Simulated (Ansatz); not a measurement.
A series of calculations on SiN₂H₆ and related structures

### Relaxation

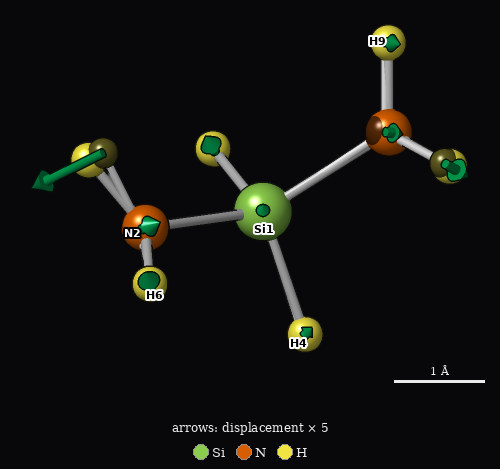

A relaxation of SiN2H6. The starting structure is drawn faded, the final one solid; green arrows show the displacements, 5 times their true length. The two geometries are superimposed by the best rigid fit.

A ball-and-stick model, seen from a free direction.

It is one of the separated reactants of a reaction.

Theory: Ansatz 0.2.0, RKS PBE0-D4/def2-TZVP.

Input file:
```yaml
crystal:
  periodic: [false, false, false]
  atoms:
    - {symbol: Si, position_ang: [-1.206675, -0.377435, -0.408238]}
    - {symbol: N, position_ang: [-0.116924, -0.001630, 0.897474]}
    - {symbol: H, position_ang: [-0.558116, 0.165731, -1.626229]}
    - {symbol: H, position_ang: [-2.461699, 0.328413, -0.050327]}
    - {symbol: N, position_ang: [-1.610219, -1.998734, -0.764625]}
    - {symbol: H, position_ang: [-0.485914, -0.077853, 1.835544]}
    - {symbol: H, position_ang: [0.799079, -0.440488, 0.860215]}
    - {symbol: H, position_ang: [-2.239754, -2.534168, -0.190504]}
    - {symbol: H, position_ang: [-0.985997, -2.592325, -1.285241]}
basis:
  gaussian: {orbitals: def2-TZVP}
hamiltonian: {xc: pbe0, dispersion: d4}
relax: {f_tol: 0.005, max_steps: 200}
```

Command:
```bash
ansatz run in.yaml --threads 8 --pin off --events-out ev --progress --plain --max-ram 19148MiB
```

Atoms of which element are displaced furthest, and by how much?

Answer. Hydrogen: up to 0.22 Å, against 0.06 Å for nitrogen.

What did the optimiser do to the structure, and how much energy did it gain?

Answer. After 8 geometry steps the energy has fallen by 2.18 kJ/mol. The largest force component goes from 0.37 to 0.0038 eV/Å. The forces were under the threshold at step 4, but the run went on from there. The atom that moves furthest after the best rigid fit is H7 (0.22 Å). By element the largest moves are H 0.22 Å, N 0.06 Å, Si 0.03 Å. Among the contacts that change: Si1–N2 1.742 → 1.718 Å, Si1–N5 1.708 → 1.718 Å, N2–H7 1.016 → 1.007 Å, N2–H6 1.011 → 1.007 Å. Among the angles between lasting bonds that change: Si1–N2–H7 116.3° → 121.3°, Si1–N2–H6 116.8° → 121.3°, H4–Si1–N5 107.6° → 105.3°. Cost: 6.5 s on 8 threads of Arm Neoverse V2 (shared host).

### Relaxation

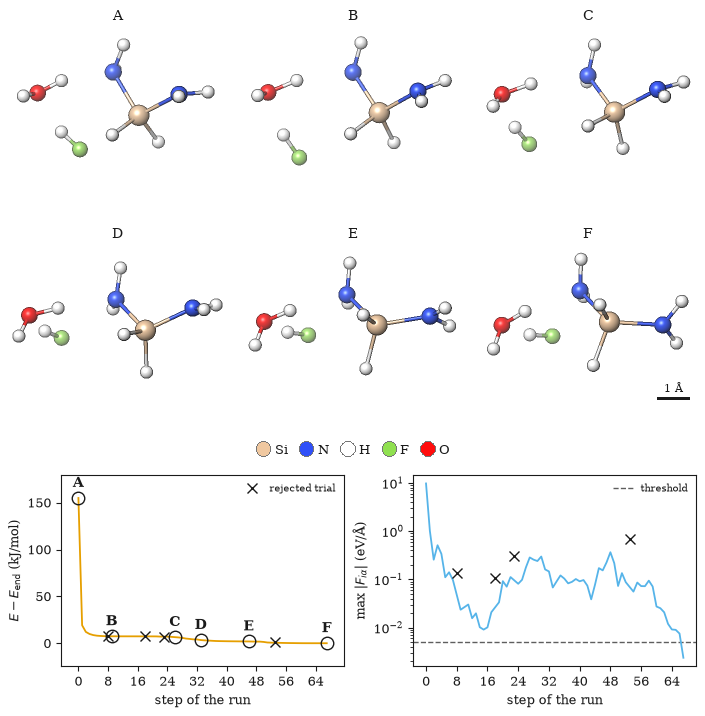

Frames of a relaxation of SiN$_{2}$H$_{9}$OF (started from a transition state, displaced along its imaginary mode), marked on the history of the run. Style: ball-and-stick. Shown at a tilt.

These are results of RKS PBE0-D4/def2-TZVP in Ansatz 0.2.0, not measurements. (force threshold 0.005 eV/Å; at most 200 steps)

Q: What happens along the run?

A: After 63 accepted moves (67 points after the start) the energy has fallen by 155.0 kJ/mol. The largest force component goes from 9.8 to 0.0024 eV/Å. The line search rejected the trial steps at points 8, 18, 23, 53 of the run. An H atom moves most after the best rigid fit: 2.05 Å. By element the largest moves are H 2.05 Å, F 1.93 Å, Si 0.93 Å, N 0.63 Å, O 0.52 Å. Near-neighbour distances that change, for instance: F–Si 2.438 → 4.087 Å, F–H 0.820 → 0.959 Å, H–O 0.864 → 0.986 Å, H–O 1.489 → 1.585 Å. Bond angles that change, for instance: N–Si–N 105.3° → 120.6°, H–Si–H 120.1° → 113.2°, N–Si–H 111.0° → 104.2°. Groups turn about N–Si by about 60°. Cost: 2.1 min on 8 threads of Arm Neoverse V2, with other jobs on the host. From step 0 to 9: the F atom moves most (0.75 Å), energy −147.6 kJ/mol. From step 9 to 26: the F atom moves most (0.79 Å), energy −0.90 kJ/mol. From step 26 to 33: the F atom moves most (0.81 Å), energy −3.12 kJ/mol. From step 33 to 46: an H atom moves most (0.65 Å), energy −1.50 kJ/mol. From step 46 to 67: an H atom moves most (0.63 Å), energy −1.89 kJ/mol.

```csv
step,"E − E(0), kJ/mol","largest force component, eV/Å",note
0,0.00,9.7575,
1,-135.85,1.0151,
2,-142.89,0.2565,
3,-145.13,0.5107,
4,-146.32,0.3387,
5,-146.94,0.1108,
6,-147.24,0.1406,
7,-147.47,0.0972,
8,-147.40,0.1386,rejected
9,-147.60,0.0235,
10,-147.60,0.0266,
13,-147.64,0.0198,
16,-147.65,0.0102,
19,-147.68,0.0335,
22,-147.90,0.1118,
25,-148.19,0.0983,
28,-149.26,0.2568,
31,-150.88,0.1612,
34,-151.94,0.0910,
37,-152.61,0.0829,
40,-152.87,0.0913,
43,-153.00,0.0386,
46,-153.11,0.1539,
49,-153.29,0.2174,
52,-154.39,0.0875,
55,-154.67,0.0862,
58,-154.85,0.0943,
61,-154.97,0.0253,
64,-155.00,0.0092,
67,-155.00,0.0024,
```

### Reaction

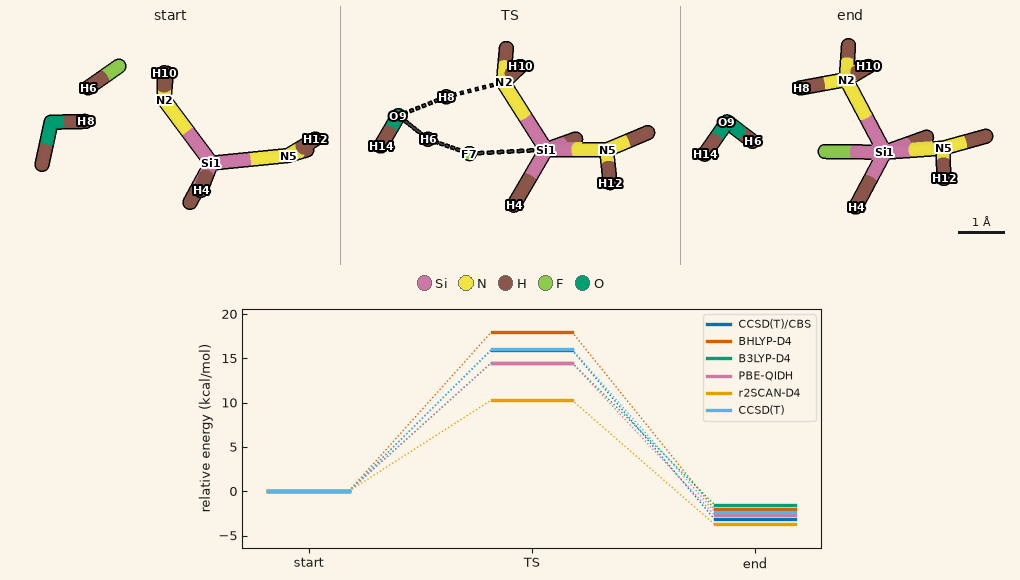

A reaction step of SiN$_{2}$H$_{9}$OF, with its energy diagram. The picture is a stick view, seen at a tilt. Dashed sticks mark bonds that form or break.

Stationary points at PBE0-D4/def2-TZVP, single-point energies with CCSD(T)/CBS, BHLYP-D4, B3LYP-D4, PBE-QIDH, r2SCAN-D4, CCSD(T) (def2-TZVPP where no basis is named; Ansatz 0.2.0). The energies are electronic, without zero-point or thermal terms, and both ends are the minima reached downhill from the saddle, with any fragments still in contact. CCSD(T)/CBS stands for a frozen-core estimate: MP2 correlation extrapolated from def2-TZVPP and def2-QZVPP, CCSD(T) minus MP2 from the smaller set.

Question: Describe the step and its energetics.

Answer: Counted by bonded pieces, the start holds HF + H₂O + SiH₆N₂ and the end holds H₂O + SiH₇N₂F. From the start over the saddle to the end, bonds form: F–Si (4.09 → 2.19 → 1.74 Å), H–N (1.87 → 1.30 → 1.03 Å), H–O (1.59 → 1.18 → 0.98 Å). Bonds break: F–H (0.96 → 1.16 → 1.78 Å), H–O (0.99 → 1.21 → 1.87 Å). The saddle has one imaginary mode, 1063i cm⁻¹. With CCSD(T)/CBS the barrier is 16.0 kcal/mol from the start and 19.1 kcal/mol from the end, and the end lies 3.2 kcal/mol below the start.

| level | barrier from the start (kcal/mol) | barrier from the end (kcal/mol) | the end less the start (kcal/mol) |
| --- | --- | --- | --- |
| CCSD(T)/CBS | 16.0 | 19.1 | −3.2 |
| BHLYP-D4 | 18.0 | 20.0 | −2.0 |
| B3LYP-D4 | 14.5 | 16.1 | −1.5 |
| PBE-QIDH | 14.5 | 17.2 | −2.7 |
| r2SCAN-D4 | 10.3 | 14.0 | −3.7 |
| CCSD(T) | 16.0 | 18.4 | −2.3 |

Against CCSD(T)/CBS, CCSD(T) comes closest on the barrier from the start (+0.1 kcal/mol) and r2SCAN-D4 misses most (−5.7 kcal/mol).
